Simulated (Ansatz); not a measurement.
## GeH₅Cl: geometry relaxation

System: GeH₅Cl.
Method: RKS PBE0-D4/def2-mTZVP (Ansatz 0.2.0).

The input holds or restrains some coordinates. It belongs to a series of runs on one base structure; here: pulled along the bonds that form and break, towards end B. Figures and captions count atoms from 1; the log counts them from 0 in places.

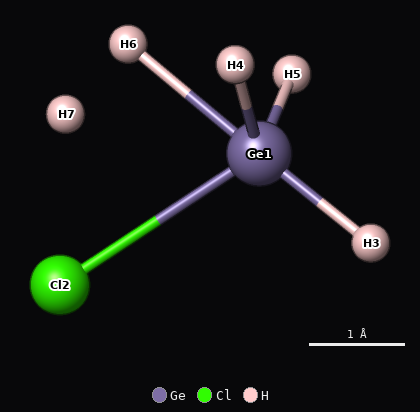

The input geometry (ball-and-stick view, seen at a tilt; atoms are numbered from 1 in the order of the input). Sticks mark near contacts. Bond lengths as drawn: Cl–Ge 2.57 Å and Ge–H 1.55 to 1.85 Å.

## Input
```yaml
crystal:
  periodic: [false, false, false]
  atoms:
    - { symbol: Ge, position_ang: [0.0, 0.0, 0.0] }
    - { symbol: Cl, position_ang: [0.0, 0.0, 2.57] }
    - { symbol: H, position_ang: [1.4616, 0.0, -0.5162] }
    - { symbol: H, position_ang: [-0.73, 1.2648, -0.5162] }
    - { symbol: H, position_ang: [-0.73, -1.2648, -0.5162] }
    - { symbol: H, position_ang: [-1.7556, 0.0, 0.5833] }
    - { symbol: H, position_ang: [-1.4971, 0.0, 1.5533] }
basis:
  gaussian: { orbitals: def2-mTZVP }
hamiltonian:
  xc: pbe0
  dispersion: d4
relax:
  f_tol: 0.15
  max_steps: 25
  restrain:
    - { distance: [0, 5], at: 1.55, k: 30.0 }
    - { distance: [6, 1], at: 1.37, k: 30.0 }
    - { distance: [0, 1], at: 3.42, k: 30.0 }
    - { distance: [6, 5], at: 1.86, k: 30.0 }
output:
  orbitals: {}
```

Machine: 1 thread of Arm Neoverse V1, 24 GiB of memory available, shared host.

Command:
```bash
ansatz run input.yaml --threads 1 --pin off --max-ram 2048MiB --backend cpu --events-out ev --progress --plain --runs-dir out
```

## The program's output
```
The last accepted step is kept in [file] (removed where the run ends without a failure and the disk answers)
Engine: ansatz 0.2.0, aarch64-unknown-linux-gnu
Functional definition: PBE0
  parameter a = 0.25
  parameter kappa = 0.804
  parameter beta = 0.06672455060314922
  exchange = (1 - a)*pbe_x(kappa = kappa, mu = beta*pi^2/3) + a*exact_x
  correlation = pbe_c(beta = beta)
743 factors; integrals over basis functions are off by at most 7.8e-4 eV
mean field evaluation 1: about -69107.8050 eV, gradient 2.1e1 eV
mean field evaluation 2: about -69107.4474 eV, gradient 2.7e1 eV
mean field evaluation 4: about -69108.4361 eV, gradient 1.1e0 eV
mean field evaluation 8: about -69108.4403 eV, gradient 5.5e-3 eV
mean field -69108.44026530 eV, -2539.6883363667 hartree, gradient 5.3e-5 eV, S^2 0.000000; 0 other end points of the search recorded, 0 dependent functions left out
the calculation of the forces begins
reference -69108.44029280 eV, -2539.6883373772 hartree; 27, 27 occupied and 46, 46 virtual orbitals, 743 factors
relax step   1: F+E_penalty+E_count = -69108.54185233 eV  Δ(F+E_penalty+E_count) = +0.000e0 eV  max|allowed force component| = 3.487e0 eV/Å  E_restraint = 26.08192544 eV  max|allowed force component, restraints' pulls added| = 2.908e1 eV/Å  Δτ_max = 0.0000 Å  (24 SCF iters, accepted)
  distance Ge 0 - H 5 = 1.8500 Å
  distance H 6 - Cl 1 = 1.8097 Å
  distance Ge 0 - Cl 1 = 2.5700 Å
  distance H 6 - H 5 = 1.0039 Å
these checks for a lower state are left out or cut short: starts, cluster_reference, orbital_swaps, neighbouring_geometries, increment
743 factors; integrals over basis functions are off by at most 5.8e-4 eV
mean field evaluation 16: about -69107.2428 eV, gradient 1.5e0 eV
mean field -69107.25480842 eV, -2539.6447716296 hartree, gradient 2.1e-5 eV, S^2 0.000000; 0 other end points of the search recorded, 0 dependent functions left out
the calculation of the forces begins
reference -69107.25483558 eV, -2539.6447726279 hartree; 27, 27 occupied and 46, 46 virtual orbitals, 743 factors
relax step   2: F+E_penalty+E_count = -69107.34627811 eV  Δ(F+E_penalty+E_count) = +1.196e0 eV  max|allowed force component| = 3.082e0 eV/Å  E_restraint = 11.41427839 eV  max|allowed force component, restraints' pulls added| = 1.929e1 eV/Å  Δτ_max = 0.1949 Å  (33 SCF iters, accepted)
  distance Ge 0 - H 5 = 1.7788 Å
  distance H 6 - Cl 1 = 1.6540 Å
  distance Ge 0 - Cl 1 = 2.8387 Å
  distance H 6 - H 5 = 1.3214 Å
these checks for a lower state are left out or cut short: starts, cluster_reference, orbital_swaps, neighbouring_geometries, increment
743 factors; integrals over basis functions are off by at most 7.9e-4 eV
mean field -69107.18220116 eV, -2539.6421033620 hartree, gradient 1.8e-5 eV, S^2 0.000000; 0 other end points of the search recorded, 0 dependent functions left out
the calculation of the forces begins
reference -69107.18222837 eV, -2539.6421043622 hartree; 27, 27 occupied and 46, 46 virtual orbitals, 743 factors
relax step   3: F+E_penalty+E_count = -69107.26871919 eV  Δ(F+E_penalty+E_count) = +7.756e-2 eV  max|allowed force component| = 2.513e0 eV/Å  E_restraint = 3.14910856 eV  max|allowed force component, restraints' pulls added| = 1.030e1 eV/Å  Δτ_max = 0.1949 Å  (28 SCF iters, accepted)
  distance Ge 0 - H 5 = 1.6928 Å
  distance H 6 - Cl 1 = 1.4885 Å
  distance Ge 0 - Cl 1 = 3.0873 Å
  distance H 6 - H 5 = 1.6054 Å
these checks for a lower state are left out or cut short: starts, cluster_reference, orbital_swaps, neighbouring_geometries, increment
743 factors; integrals over basis functions are off by at most 8.0e-4 eV
mean field evaluation 32: about -69107.9802 eV, gradient 3.7e-1 eV
mean field -69107.98074710 eV, -2539.6714493842 hartree, gradient 2.3e-5 eV, S^2 0.000000; 0 other end points of the search recorded, 0 dependent functions left out
the calculation of the forces begins
reference -69107.98077464 eV, -2539.6714503963 hartree; 27, 27 occupied and 46, 46 virtual orbitals, 743 factors
relax step   4: F+E_penalty+E_count = -69108.06324156 eV  Δ(F+E_penalty+E_count) = -7.945e-1 eV  max|allowed force component| = 2.199e0 eV/Å  E_restraint = 0.21685575 eV  max|allowed force component, restraints' pulls added| = 3.041e0 eV/Å  Δτ_max = 0.1942 Å  (27 SCF iters, accepted)
  distance Ge 0 - H 5 = 1.6074 Å
  distance H 6 - Cl 1 = 1.3389 Å
  distance Ge 0 - Cl 1 = 3.3343 Å
  distance H 6 - H 5 = 1.8066 Å
these checks for a lower state are left out or cut short: starts, cluster_reference, orbital_swaps, neighbouring_geometries, increment
743 factors; integrals over basis functions are off by at most 7.8e-4 eV
mean field -69109.05717521 eV, -2539.7110073874 hartree, gradient 2.3e-5 eV, S^2 0.000000; 0 other end points of the search recorded, 0 dependent functions left out
the calculation of the forces begins
reference -69109.05720320 eV, -2539.7110084163 hartree; 27, 27 occupied and 46, 46 virtual orbitals, 743 factors
relax step   5: F+E_penalty+E_count = -69109.13750181 eV  Δ(F+E_penalty+E_count) = -1.074e0 eV  max|allowed force component| = 1.542e0 eV/Å  E_restraint = 0.04757970 eV  max|allowed force component, restraints' pulls added| = 1.279e0 eV/Å  Δτ_max = 0.1949 Å  (25 SCF iters, accepted)
  distance Ge 0 - H 5 = 1.5722 Å
  distance H 6 - Cl 1 = 1.3272 Å
  distance Ge 0 - Cl 1 = 3.4196 Å
  distance H 6 - H 5 = 1.8309 Å
these checks for a lower state are left out or cut short: starts, cluster_reference, orbital_swaps, neighbouring_geometries, increment
743 factors; integrals over basis functions are off by at most 7.4e-4 eV
mean field -69109.79165842 eV, -2539.7379991476 hartree, gradient 7.2e-5 eV, S^2 0.000000; 0 other end points of the search recorded, 0 dependent functions left out
the calculation of the forces begins
reference -69109.79168642 eV, -2539.7380001767 hartree; 27, 27 occupied and 46, 46 virtual orbitals, 743 factors
relax step   6: F+E_penalty+E_count = -69109.87122053 eV  Δ(F+E_penalty+E_count) = -7.337e-1 eV  max|allowed force component| = 9.523e-1 eV/Å  E_restraint = 0.03222318 eV  max|allowed force component, restraints' pulls added| = 6.829e-1 eV/Å  Δτ_max = 0.1950 Å  (23 SCF iters, accepted)
  distance Ge 0 - H 5 = 1.5470 Å
  distance H 6 - Cl 1 = 1.3342 Å
  distance Ge 0 - Cl 1 = 3.4426 Å
  distance H 6 - H 5 = 1.8413 Å
these checks for a lower state are left out or cut short: starts, cluster_reference, orbital_swaps, neighbouring_geometries, increment
743 factors; integrals over basis functions are off by at most 7.5e-4 eV
mean field -69110.22265308 eV, -2539.7538379092 hartree, gradient 1.9e-5 eV, S^2 0.000000; 0 other end points of the search recorded, 0 dependent functions left out
the calculation of the forces begins
reference -69110.22268096 eV, -2539.7538389337 hartree; 27, 27 occupied and 46, 46 virtual orbitals, 743 factors
relax step   7: F+E_penalty+E_count = -69110.30228065 eV  Δ(F+E_penalty+E_count) = -4.311e-1 eV  max|allowed force component| = 1.253e0 eV/Å  E_restraint = 0.01585877 eV  max|allowed force component, restraints' pulls added| = 6.264e-1 eV/Å  Δτ_max = 0.1984 Å  (25 SCF iters, accepted)
  distance Ge 0 - H 5 = 1.5479 Å
  distance H 6 - Cl 1 = 1.3460 Å
  distance Ge 0 - Cl 1 = 3.4416 Å
  distance H 6 - H 5 = 1.8565 Å
these checks for a lower state are left out or cut short: starts, cluster_reference, orbital_swaps, neighbouring_geometries, increment
743 factors; integrals over basis functions are off by at most 7.6e-4 eV
mean field evaluation 64: about -69110.3573 eV, gradient 1.9e-5 eV
mean field -69110.35734318 eV, -2539.7587876791 hartree, gradient 1.9e-5 eV, S^2 0.000000; 0 other end points of the search recorded, 0 dependent functions left out
the calculation of the forces begins
reference -69110.35737061 eV, -2539.7587886873 hartree; 27, 27 occupied and 46, 46 virtual orbitals, 743 factors
relax step   8: F+E_penalty+E_count = -69110.43737353 eV  Δ(F+E_penalty+E_count) = -1.351e-1 eV  max|allowed force component| = 1.057e0 eV/Å  E_restraint = 0.02240735 eV  max|allowed force component, restraints' pulls added| = 1.535e-1 eV/Å  Δτ_max = 0.1997 Å  (23 SCF iters, accepted)
  distance Ge 0 - H 5 = 1.5465 Å
  distance H 6 - Cl 1 = 1.3353 Å
  distance Ge 0 - Cl 1 = 3.4363 Å
  distance H 6 - H 5 = 1.8638 Å
these checks for a lower state are left out or cut short: starts, cluster_reference, orbital_swaps, neighbouring_geometries, increment
743 factors; integrals over basis functions are off by at most 7.5e-4 eV
mean field -69110.36997776 eV, -2539.7592519913 hartree, gradient 2.5e-5 eV, S^2 0.000000; 0 other end points of the search recorded, 0 dependent functions left out
the calculation of the forces begins
reference -69110.37000489 eV, -2539.7592529885 hartree; 27, 27 occupied and 46, 46 virtual orbitals, 743 factors
relax step   9: F+E_penalty+E_count = -69110.45025459 eV  Δ(F+E_penalty+E_count) = -1.288e-2 eV  max|allowed force component| = 1.019e0 eV/Å  E_restraint = 0.02356706 eV  max|allowed force component, restraints' pulls added| = 6.514e-2 eV/Å  Δτ_max = 0.1101 Å  (22 SCF iters, accepted)
```

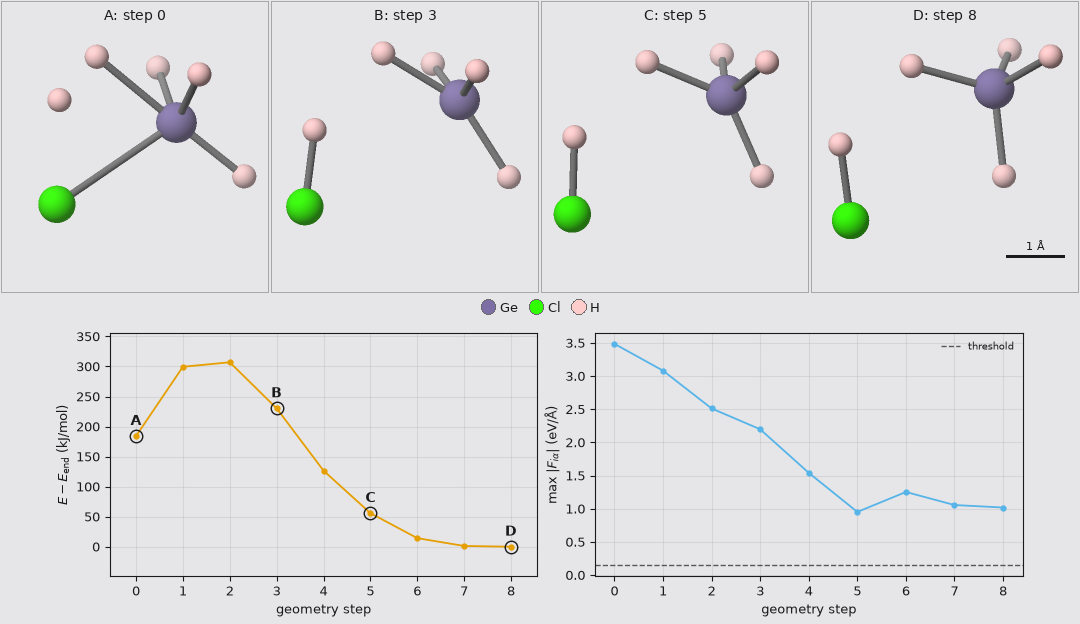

Frames of the restrained relaxation (ball-and-stick view, seen at a tilt) above the curves, on which the letters mark them (the first geometry is step 0 here and step 1 in the log).

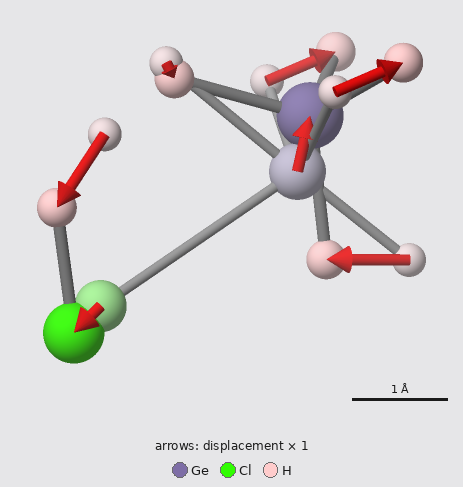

Start (faint) and end (solid) with the displacements as red arrows, at true length (ball-and-stick view, seen at a tilt). The two geometries are laid on each other by the best rigid fit. Over 8 geometry steps the energy falls by 184.1 kJ/mol. Largest force component: 3.5 eV/Å at the start, 1 eV/Å at the end. The largest move after the best rigid fit is that of H7, 0.93 Å. By element the largest moves are H 0.93 Å, Ge 0.60 Å, Cl 0.40 Å. Among the contacts that change: Ge1–Cl2 2.570 → 3.436 Å, Cl2–H7 1.810 → 1.334 Å, Ge1–H6 1.850 → 1.546 Å, Ge1–H3 1.550 → 1.528 Å. New bonds form: Cl2–H7 (1.81 → 1.33 Å). Bonds break: Ge1–Cl2 (2.57 → 3.44 Å). Among the angles that change: H3–Ge1–H6 178.9° → 112.1°, H4–Ge1–H6 70.0° → 107.6°. (Atoms are counted from 1 in the order of the input.)

```
  distance Ge 0 - H 5 = 1.5459 Å
  distance H 6 - Cl 1 = 1.3343 Å
  distance Ge 0 - Cl 1 = 3.4363 Å
  distance H 6 - H 5 = 1.8634 Å
743 factors; integrals over basis functions are off by at most 7.5e-4 eV
mean field -69110.36997776 eV, -2539.7592519913 hartree, gradient 2.5e-5 eV, S^2 0.000000; 1 other end points of the search recorded, 0 dependent functions left out
the calculation of the forces begins
reference -69110.37000489 eV, -2539.7592529885 hartree; 27, 27 occupied and 46, 46 virtual orbitals, 743 factors
Total energy: -69110.45028173 eV, -2539.7622031078 hartree
Atom 0 at    -0.418443    -0.000000    -0.433441 Å, force    -0.096155     0.000000    -0.446879 eV/Å
Atom 1 at     0.075251     0.000000     2.967188 Å, force    -0.913214     0.000000     0.094408 eV/Å
Atom 2 at     0.953794    -0.000000     0.237752 Å, force    -0.043901     0.000000    -0.020026 eV/Å
Atom 3 at    -0.577079     1.253667    -1.309833 Å, force    -0.008124    -0.019978     0.009985 eV/Å
Atom 4 at    -0.577079    -1.253667    -1.309833 Å, force    -0.008124     0.019978     0.009985 eV/Å
Atom 5 at    -1.570848    -0.000000     0.597020 Å, force     0.050770     0.000000    -0.149035 eV/Å
Atom 6 at    -1.136696    -0.000000     2.409146 Å, force     1.018747    -0.000000     0.501561 eV/Å
Dipole moment:    -0.191599    -0.000000    -0.162990 e Å
```

## Trajectory as extended XYZ (Å, eV, eV/Å), 9 frames, from step=1 to step=9
```
7
Properties=species:S:1:pos:R:3:forces:R:3 step=1 energy=-69108.54185
Ge    0.0000    0.0000    0.0000   -0.0080   0.0000   0.3408
Cl    0.0000    0.0000    2.5700    1.1557   0.0000  -1.4262
H     1.4616    0.0000   -0.5162    0.2290   0.0000   0.6340
H    -0.7300    1.2648   -0.5162    0.5198   0.0195   0.0579
H    -0.7300   -1.2648   -0.5162    0.5198  -0.0195   0.0579
H    -1.7556    0.0000    0.5833   -0.9035   0.0000   3.4866
H    -1.4971    0.0000    1.5533   -1.5129   0.0000  -3.1511
7
Properties=species:S:1:pos:R:3:forces:R:3 step=2 energy=-69107.34628
Ge   -0.0570    0.0000   -0.1455   -0.4509   0.0000   0.3389
Cl   -0.0603    0.0000    2.6932   -0.4283   0.0000  -1.2140
H     1.4625    0.0000   -0.5109   -0.0022   0.0000   0.9655
H    -0.7310    1.2753   -0.5222    0.3021   0.9171  -0.9154
H    -0.7310   -1.2753   -0.5222    0.3021  -0.9171  -0.9154
H    -1.7353    0.0000    0.4438   -0.2020   0.0000   3.0820
H    -1.3990    0.0000    1.7218    0.4792   0.0000  -1.3417
7
Properties=species:S:1:pos:R:3:forces:R:3 step=3 energy=-69107.26872
Ge   -0.1257    0.0000   -0.2817    0.0225   0.0000   0.0721
Cl   -0.1248    0.0000    2.8056   -1.5364   0.0000  -1.0605
H     1.4563    0.0000   -0.4907   -0.6246   0.0000   1.2254
H    -0.7290    1.2994   -0.5484    0.0617   1.6188  -1.7344
H    -0.7290   -1.2994   -0.5484    0.0617  -1.6188  -1.7344
H    -1.7025    0.0000    0.3342    0.3213   0.0000   2.5126
H    -1.2964    0.0000    1.8874    1.6937   0.0000   0.7194
7
Properties=species:S:1:pos:R:3:forces:R:3 step=4 energy=-69108.06324
Ge   -0.2009    0.0000   -0.4101    0.4716   0.0000   0.3406
Cl   -0.1833    0.0000    2.9241   -0.5133   0.0000  -0.1341
H     1.4177    0.0000   -0.4302   -1.1351   0.0000   1.0385
H    -0.7198    1.3560   -0.6450    0.0625   1.2966  -1.9099
H    -0.7198   -1.3560   -0.6450    0.0625  -1.2966  -1.9099
H    -1.6402    0.0000    0.3054    0.4337   0.0000   2.1986
H    -1.2050    0.0000    2.0588    0.6181   0.0000   0.3762
7
Properties=species:S:1:pos:R:3:forces:R:3 step=5 energy=-69109.13750
Ge   -0.2428    0.0000   -0.4150   -0.6874   0.0000  -0.1542
Cl   -0.1577    0.0000    3.0035   -0.4745   0.0000  -0.0810
H     1.3236    0.0000   -0.3239   -0.6624   0.0000   0.8569
H    -0.6937    1.4098   -0.8305    0.3241  -0.0753  -1.2792
H    -0.6937   -1.4098   -0.8305    0.3241   0.0753  -1.2792
H    -1.5966    0.0000    0.3845    0.5937   0.0000   1.5416
H    -1.1903    0.0000    2.1698    0.5822   0.0000   0.3951
7
Properties=species:S:1:pos:R:3:forces:R:3 step=6 energy=-69109.87122
Ge   -0.3021    0.0000   -0.4055   -0.5304   0.0000  -0.7031
Cl   -0.0966    0.0000    3.0309   -0.7494   0.0000  -0.1871
H     1.2333    0.0000   -0.1848   -0.4825   0.0000   0.6829
H    -0.6568    1.3820   -1.0199    0.2258  -0.4209  -0.6614
H    -0.6568   -1.3820   -1.0199    0.2258   0.4209  -0.6614
H    -1.5727    0.0000    0.4770    0.4493   0.0000   0.9523
H    -1.1995    0.0000    2.2801    0.8614   0.0000   0.5778
7
Properties=species:S:1:pos:R:3:forces:R:3 step=7 energy=-69110.30228
Ge   -0.3504    0.0000   -0.4244   -0.2555   0.0000  -0.5757
Cl   -0.0221    0.0000    3.0015   -1.1224   0.0000  -0.1486
H     1.1409    0.0000   -0.0092   -0.4573   0.0000   0.2976
H    -0.6286    1.3137   -1.1941    0.1151  -0.2838  -0.2238
H    -0.6286   -1.3137   -1.1941    0.1151   0.2838  -0.2238
H    -1.5337    0.0000    0.5735    0.3517   0.0000   0.2209
H    -1.2286    0.0000    2.4048    1.2532   0.0000   0.6535
7
Properties=species:S:1:pos:R:3:forces:R:3 step=8 energy=-69110.43737
Ge   -0.3969    0.0000   -0.4336   -0.1414   0.0000  -0.4759
Cl    0.0382    0.0000    2.9750   -0.9356   0.0000   0.0606
H     1.0200    0.0000    0.1497   -0.1535   0.0000   0.0834
H    -0.5934    1.2687   -1.2849    0.0150  -0.0933  -0.0399
H    -0.5934   -1.2687   -1.2849    0.0150   0.0933  -0.0399
H    -1.5434    0.0000    0.6042    0.1437   0.0000  -0.1012
H    -1.1821    0.0000    2.4326    1.0566   0.0000   0.5128
7
Properties=species:S:1:pos:R:3:forces:R:3 step=9 energy=-69110.45026
Ge   -0.4184    0.0000   -0.4334   -0.0962   0.0000  -0.4469
Cl    0.0753    0.0000    2.9672   -0.9132   0.0000   0.0944
H     0.9538    0.0000    0.2378   -0.0439   0.0000  -0.0200
H    -0.5771    1.2537   -1.3098   -0.0081  -0.0200   0.0100
H    -0.5771   -1.2537   -1.3098   -0.0081   0.0200   0.0100
H    -1.5708    0.0000    0.5970    0.0508   0.0000  -0.1490
H    -1.1367    0.0000    2.4091    1.0187   0.0000   0.5016
```

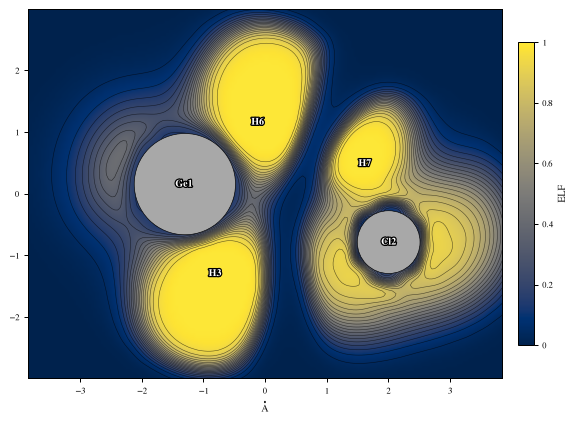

ELF on the plane of atoms H3, Ge1 and H6. Grey discs, where drawn, cover atomic cores. Cl–H (1.33 Å): the ELF climbs to about 1 towards the hydrogen, as it does in any bond to H. Ge–H (1.53 Å): the ELF climbs to about 1 towards the hydrogen.

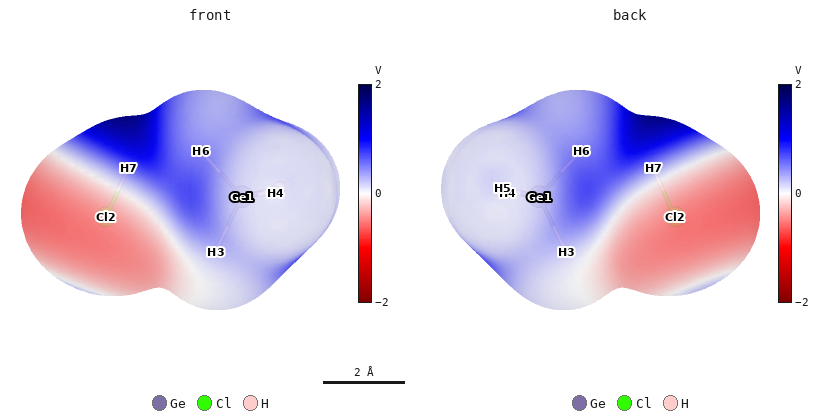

The electrostatic potential painted on the density surface at 0.001 e/bohr³, seen face on and from behind; the colour scale runs from red (negative) to blue (positive).

## Summary

```csv
quantity,value
outcome,converged under the restraints of the input
total energy,−69110.4503 eV
mean-field energy,−69110.3700 eV
"largest force (length of the vector) at the end, held atoms and coordinates included",1.136 eV/Å
wall time,24 s
peak memory,0.14 GiB
```
